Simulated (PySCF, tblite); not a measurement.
# BClH8OSi3, a small molecule taken as a stand-in for a surface group (B on Si): NMR shifts, core binding energies and electronic excitations, part 2 of 2

tblite 0.8.0 and PySCF 2.14.0. Atoms count from 0, parts from 1. Earlier steps stand in the parts before.

### 5 X-ray photoelectron lines: SCAN, X2C

What the job is given:

```
{"job": {"kind": "xps", "holes": 5}, "charge": 0, "multiplicity": 1}
Si     2.042417    -1.020090     0.809268
B      0.343425    -0.417513    -0.158845
Si     0.044894     1.600585    -0.367250
O     -0.493144    -1.380918    -0.612394
Si    -1.888350    -1.539853    -1.517515
Cl    -1.379119    -2.457364    -3.280326
H      2.146294    -2.508456     0.933261
H      2.093994    -0.421263     2.183191
H      3.247632    -0.517036     0.071683
H      1.199430     2.172648    -1.132992
H     -1.220304     2.028817    -1.045560
H      0.070478     2.220931     0.997101
H     -2.469746    -0.208832    -1.820846
H     -2.802727    -2.419659    -0.754945
```

Level: delta-SCF UKS SCAN, pcX-2 on the ionised atom, pcseg-1 elsewhere, spin-free X2C.

Standard output:

```text
ground state, core basis on atom 0 (Si), 182 functions
  cycle   1  E = -1436.56685820  |g| = 6.51e-01
  cycle   2  E = -1436.26426391  |g| = 1.38e+00
  cycle   3  E = -1436.64593889  |g| = 1.62e-01
  cycle   4  E = -1436.65228493  |g| = 5.64e-02
  cycle   5  E = -1436.65332898  |g| = 8.89e-03
  cycle   6  E = -1436.65335335  |g| = 1.93e-03
  cycle   7  E = -1436.65335288  |g| = 5.75e-04
  cycle   8  E = -1436.65335400  |g| = 1.76e-04
  E(ground) = -1436.71556801 Eh
hole in Si 2p of atom 0
  cycle   1  E = -1432.40239522  |g| = 1.23e+00
  cycle   2  E = -1432.31373009  |g| = 1.04e+00
  cycle   3  E = -1432.69487427  |g| = 2.55e-01
  cycle   4  E = -1432.71824462  |g| = 1.88e-01
  cycle   5  E = -1432.73109382  |g| = 5.25e-02
  cycle   6  E = -1432.73253502  |g| = 1.01e-02
  cycle   7  E = -1432.73258974  |g| = 4.66e-03
  cycle   8  E = -1432.73260210  |g| = 1.11e-03
  cycle   9  E = -1432.73260440  |g| = 3.13e-04
  E(ion) = -1432.80613500 Eh   <S^2> = 0.7526   hole on atom = 1.002   binding energy = 106.381 eV
  2p3/2 = 106.189 eV   2p1/2 = 106.812 eV
ground state, core basis on atom 1 (B), 171 functions
  cycle   1  E = -1436.55493776  |g| = 5.20e-02
  cycle   2  E = -1436.55466625  |g| = 4.31e-02
  cycle   3  E = -1436.55508959  |g| = 2.32e-02
  cycle   4  E = -1436.55519717  |g| = 8.95e-03
  cycle   5  E = -1436.55521922  |g| = 1.03e-03
  cycle   6  E = -1436.55521498  |g| = 1.36e-04
  E(ground) = -1436.66124076 Eh
hole in B 1s of atom 1
  cycle   1  E = -1428.89264236  |g| = 1.17e+00
  cycle   2  E = -1426.08846834  |g| = 2.25e+00
  cycle   3  E = -1429.15850386  |g| = 5.00e-01
  cycle   4  E = -1429.28850441  |g| = 3.07e-01
  cycle   5  E = -1429.30232874  |g| = 2.57e-01
  cycle   6  E = -1429.33023120  |g| = 3.16e-02
  cycle   7  E = -1429.33075672  |g| = 1.28e-02
  cycle   8  E = -1429.33086657  |g| = 3.95e-03
  cycle   9  E = -1429.33088182  |g| = 1.62e-03
  cycle  10  E = -1429.33088540  |g| = 6.83e-04
  cycle  11  E = -1429.33088760  |g| = 3.56e-04
  E(ion) = -1429.43567918 Eh   <S^2> = 0.7899   hole on atom = 1.000   binding energy = 196.618 eV
ground state, core basis on atom 2 (Si), 182 functions
  cycle   1  E = -1436.65315745  |g| = 2.86e-01
  cycle   2  E = -1436.65319974  |g| = 3.36e-02
  cycle   3  E = -1436.65315630  |g| = 2.67e-02
  cycle   4  E = -1436.65329678  |g| = 6.85e-03
  cycle   5  E = -1436.65331619  |g| = 8.06e-04
  cycle   6  E = -1436.65331650  |g| = 3.38e-04
  E(ground) = -1436.71553450 Eh
hole in Si 2p of atom 2
  cycle   1  E = -1432.39618076  |g| = 1.23e+00
  cycle   2  E = -1432.26599066  |g| = 1.07e+00
  cycle   3  E = -1432.66938473  |g| = 3.28e-01
  cycle   4  E = -1432.71030239  |g| = 2.04e-01
  cycle   5  E = -1432.72514309  |g| = 5.09e-02
  cycle   6  E = -1432.72665023  |g| = 1.01e-02
  cycle   7  E = -1432.72670599  |g| = 4.40e-03
  cycle   8  E = -1432.72672187  |g| = 1.13e-03
  cycle   9  E = -1432.72672048  |g| = 2.65e-04
  E(ion) = -1432.80097122 Eh   <S^2> = 0.7526   hole on atom = 1.002   binding energy = 106.521 eV
  2p3/2 = 106.331 eV   2p1/2 = 106.955 eV
ground state, core basis on atom 3 (O), 171 functions
  cycle   1  E = -1436.59467370  |g| = 1.10e-01
  cycle   2  E = -1436.59207779  |g| = 1.35e-01
  cycle   3  E = -1436.59493664  |g| = 5.47e-02
  cycle   4  E = -1436.59546488  |g| = 5.93e-03
  cycle   5  E = -1436.59547607  |g| = 7.57e-04
  cycle   6  E = -1436.59547702  |g| = 2.43e-04
  E(ground) = -1436.69630936 Eh
hole in O 1s of atom 3
  cycle   1  E = -1415.94827297  |g| = 2.23e+00
  cycle   2  E = -1415.02870789  |g| = 2.37e+00
  cycle   3  E = -1416.63013943  |g| = 5.21e-01
  cycle   4  E = -1416.68980217  |g| = 3.60e-01
  cycle   5  E = -1416.79133100  |g| = 6.93e-02
  cycle   6  E = -1416.79388022  |g| = 1.53e-02
  cycle   7  E = -1416.79403395  |g| = 5.21e-03
  cycle   8  E = -1416.79405076  |g| = 1.94e-03
  cycle   9  E = -1416.79405443  |g| = 5.24e-04
  cycle  10  E = -1416.79405397  |g| = 1.23e-04
  E(ion) = -1416.89489221 Eh   <S^2> = 0.7622   hole on atom = 1.000   binding energy = 538.824 eV
ground state, core basis on atom 4 (Si), 182 functions
  cycle   1  E = -1436.66345080  |g| = 3.11e-01
  cycle   2  E = -1436.65649933  |g| = 2.28e-01
  cycle   3  E = -1436.65800058  |g| = 2.03e-01
  cycle   4  E = -1436.66590361  |g| = 2.38e-02
  cycle   5  E = -1436.66602201  |g| = 4.20e-03
  cycle   6  E = -1436.66602793  |g| = 6.84e-04
  cycle   7  E = -1436.66602914  |g| = 2.29e-04
  E(ground) = -1436.72847770 Eh
hole in Si 2p of atom 4
  cycle   1  E = -1432.32657629  |g| = 1.24e+00
  cycle   2  E = -1428.84749952  |g| = 2.23e+00
  cycle   3  E = -1432.29993532  |g| = 7.16e-01
  cycle   4  E = -1432.61048839  |g| = 3.03e-01
  cycle   5  E = -1432.62777428  |g| = 2.58e-01
  cycle   6  E = -1432.65135117  |g| = 6.08e-02
  cycle   7  E = -1432.65388231  |g| = 1.48e-02
  cycle   8  E = -1432.65403497  |g| = 3.94e-03
  cycle   9  E = -1432.65404351  |g| = 1.63e-03
  cycle  10  E = -1432.65404465  |g| = 4.47e-04
  E(ion) = -1432.72622957 Eh   <S^2> = 0.7521   hole on atom = 1.003   binding energy = 108.907 eV
  2p3/2 = 108.747 eV   2p1/2 = 109.375 eV
```

Wall time 47 s (1 thread of Arm Neoverse V1, shared host); peak memory 0.67 GiB.

Binding energies by hole, beside the orbital energy of the ground state; the difference holds orbital relaxation and, for a density functional, its self-interaction error:

```csv
hole,stands for,environment,ΔSCF (eV; 2p as the shell's mean),−ε (eV),⟨S²⟩
Si2p on Si0,Si0,"silicon bonded to B, 3 H",106.40,95.8,0.753
B1s on B1,B1,"boron bonded to O, 2 Si",196.62,181.6,0.790
Si2p on Si2,Si2,"silicon bonded to B, 3 H",106.54,95.9,0.753
O1s on O3,O3,"oxygen bonded to B, Si",538.82,517.8,0.762
Si2p on Si4,Si4,"silicon bonded to Cl, O, 2 H",108.96,98.2,0.752
```

With the spin-orbit splitting: Si0 2p3/2 106.19, 2p1/2 106.81 eV; Si2 2p3/2 106.33, 2p1/2 106.95 eV; Si4 2p3/2 108.75, 2p1/2 109.37 eV. The table gives each 2p level as the mean over the whole 2p shell (two parts 2p3/2, one part 2p1/2), which differs a little from the single hole in the log.

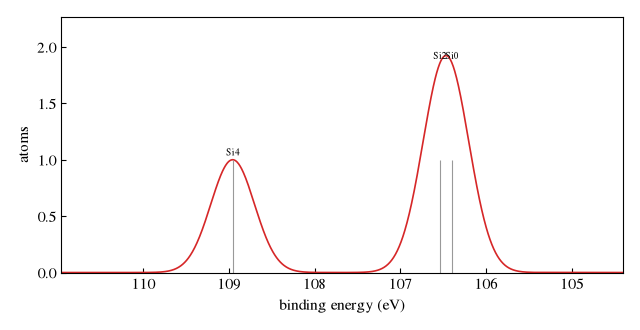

The Si2p photoelectron lines, weighted by the number of atoms. Lines are broadened to a width of 0.60 eV (Gaussian).

### 6 TDDFT and polarisability: CAM-B3LYP/def2-SVPD

Same as in step 5 but for these lines:

```diff
@@ -1,2 +1,2 @@
-{"job": {"kind": "xps", "holes": 5}, "charge": 0, "multiplicity": 1}
+{"job": {"kind": "uv", "xc": "CAM-B3LYP", "basis": "def2-SVPD", "nstates": 6, "ntriplets": 2, "ip": true}, "charge": 0, "multiplicity": 1}
 Si     2.042417    -1.020090     0.809268
```

Level: TDDFT CAM-B3LYP/def2-SVPD, vertical, gas phase, core orbitals frozen in the response.

Standard output:

```text
coarse grid: 13632 points
cycle   1  E = -1432.8772012400  dE =  1.452e-01  |g| = 6.825e-01  |ddm| = 4.643e+00
cycle   2  E = -1432.8057773784  dE =  7.142e-02  |g| = 9.583e-01  |ddm| = 2.070e+00
cycle   3  E = -1432.9769766332  dE = -1.712e-01  |g| = 8.294e-02  |ddm| = 9.315e-01
cycle   4  E = -1432.9785912464  dE = -1.615e-03  |g| = 3.335e-02  |ddm| = 2.169e-01
cycle   5  E = -1432.9789212299  dE = -3.300e-04  |g| = 3.235e-03  |ddm| = 9.484e-02
cycle   6  E = -1432.9789257003  dE = -4.470e-06  |g| = 8.025e-04  |ddm| = 1.768e-02
final grid: 112920 points
cycle   7  E = -1433.1586203553  dE = -1.162e-05  |g| = 1.343e-03  |ddm| = 4.231e-02
cycle   8  E = -1433.1586205718  dE = -2.165e-07  |g| = 1.035e-03  |ddm| = 4.888e-03
cycle   9  E = -1433.1586208166  dE = -2.448e-07  |g| = 2.574e-04  |ddm| = 1.782e-03
cycle  10  E = -1433.1586208275  dE = -1.088e-08  |g| = 1.096e-04  |ddm| = 3.588e-04
cycle  11  E = -1433.1586208301  dE = -2.615e-09  |g| = 1.744e-05  |ddm| = 1.674e-04
cycle  12  E = -1433.1586208302  dE = -1.223e-10  |g| = 4.378e-06  |ddm| = 4.786e-05
converged SCF energy = -1433.1586208302

Static polarisability (au): isotropic 116.521, principal 99.686 121.099 128.777

Singlet excitations
state   eV       nm        f      main configurations
  1   3.7149    333.7   0.00001   H->L 0.98
  2   5.8385    212.4   0.02218   H->L+1 0.85
  3   6.4482    192.3   0.00444   H->L+2 0.83
  4   6.7457    183.8   0.05277   H->L+3 0.59, H->L+4 0.19
  5   7.0328    176.3   0.02488   H-2->L 0.42, H-4->L 0.35
  6   7.0642    175.5   0.00050   H-2->L 0.51, H-4->L 0.36

Triplet excitations (Tamm-Dancoff, eV): 3.0852 5.4261
Vertical ionisation energy (delta-SCF) = 9.0305 eV
Vertical electron affinity (delta-SCF) = 0.2648 eV
```

Wall time 1.8 min (1 thread of Arm Neoverse V1, shared host); peak memory 1.1 GiB.

The orbitals next to the gap, with their largest atomic shares:

```
orbital      eV                         atoms
 HOMO−3  -10.92    Si0 31 %, H8 19 %, H7 17 %
 HOMO−2  -10.91    Si0 38 %, H6 26 %, H7 11 %
 HOMO−1  -10.69  Cl5 52 %, Si4 16 %, H12 10 %
   HOMO   -8.44   B1 27 %, Si0 19 %, Si2 18 %
   LUMO   -0.72    B1 39 %, O3 19 %, Si2 14 %
 LUMO+1    0.49   B1 22 %, Si4 18 %, Si2 14 %
 LUMO+2    0.75  Cl5 27 %, Si4 25 %, H12 10 %
```

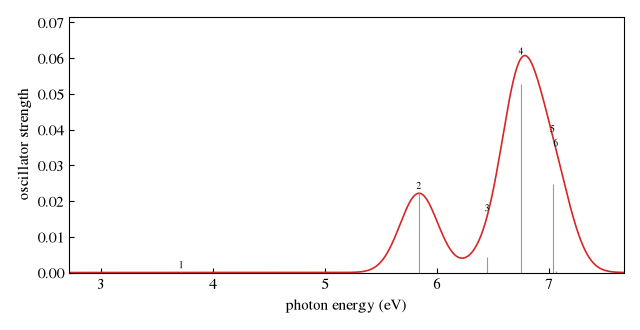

Absorption spectrum from the 6 singlet states computed; above the last one it falls off for lack of states. Lines are broadened to a width of 0.40 eV (Gaussian).

Further results of this job:

| property | computed |
| --- | --- |
| dipole moment (D) | 1.71 |
| polarisability (Å³) | 17.27 |
| HOMO–LUMO gap (eV) | 7.72 |
| −ε(HOMO) (eV) | 8.44 |

### 7 What came out

What follows sums up all 2 parts.

```
                                                                  quantity                                               value
                                                               point group                                                  C1
                                      rotational constants (main isotopes)                                1.95, 0.69, 0.56 GHz
                                     ¹H shifts against TMS (PBE0/pcSseg-1)  5.77, 5.64, 3.68, 3.67, 3.60, 3.56, 3.50, 3.34 ppm
                                   ²⁹Si shifts against TMS (PBE0/pcSseg-1)                            -9.6, -103.7, -120.2 ppm
                               ¹¹B shifts against BF3·OEt2 (PBE0/pcSseg-1)                                            90.3 ppm
                                    ¹⁷O shifts against H2O (PBE0/pcSseg-1)                                           304.9 ppm
                                   ³⁵Cl shifts against HCl (PBE0/pcSseg-1)                                              42 ppm
potential on the surface of density 0.002 e/bohr³, 1st and 99th percentile                                  -0.34 V and 1.76 V
                                         Si2p binding energies, SCAN/pcX-2               Si4 108.96, Si2 106.54, Si0 106.40 eV
                                          B1s binding energies, SCAN/pcX-2                                        B1 196.62 eV
                                          O1s binding energies, SCAN/pcX-2                                        O3 538.82 eV
                                      lowest singlet (CAM-B3LYP/def2-SVPD)                         3.71 eV (334 nm), f = 0.000
                                  brightest single state of those computed                         state 4, 6.75 eV, f = 0.053
                                                            lowest triplet                                             3.09 eV
                                         vertical ionisation energy (ΔSCF)                                             9.03 eV
                                         vertical electron affinity (ΔSCF)                                             0.26 eV
```

The start of the PBE0/def2-SVP relaxation was shaken at random by about 0.01 Å, so part of the energy gained, and of the first lengths quoted, undoes that. Relaxing lowered the energy by 0.306 eV in 10 steps; the close pair that moved most is Si4–Cl5, from 1.992 to 2.051 Å (PBE0/def2-SVP). No frequency check was run at this level, so the end point may be a saddle. Hydrogens of an XH3 group are listed apart at this fixed geometry; free rotation makes them one line at their mean. At PBE0/pcSseg-1: The largest span, 603 ppm, is at O3, where the paramagnetic term is -367 ppm. By nearest atom (PBE0/pcSseg-1), the HOMO sits on B1 31 %; Si0, Si2 about 16 % each and the LUMO on B1 55 %; O3 12 %. At SCAN/pcX-2: The Si2p levels kept as sound span 2.56 eV, from Si0 (silicon bonded to B, 3 H) up to Si4 (silicon bonded to Cl, O, 2 H). The lowest singlet, at 3.71 eV, is HOMO→LUMO 0.98 and is dark; of the 6 states computed, the strongest absorption comes from state 4 at 6.75 eV. The lowest triplet lies 0.63 eV below the lowest singlet (triplets in Tamm-Dancoff, singlets in full TDDFT). ΔSCF puts the ionisation energy at 9.03 eV, 0.59 eV above −ε(HOMO). A capped cluster stands for the solid here, so long-range fields and strain are missing, and bands or shifts of the capping hydrogens have no counterpart in it.
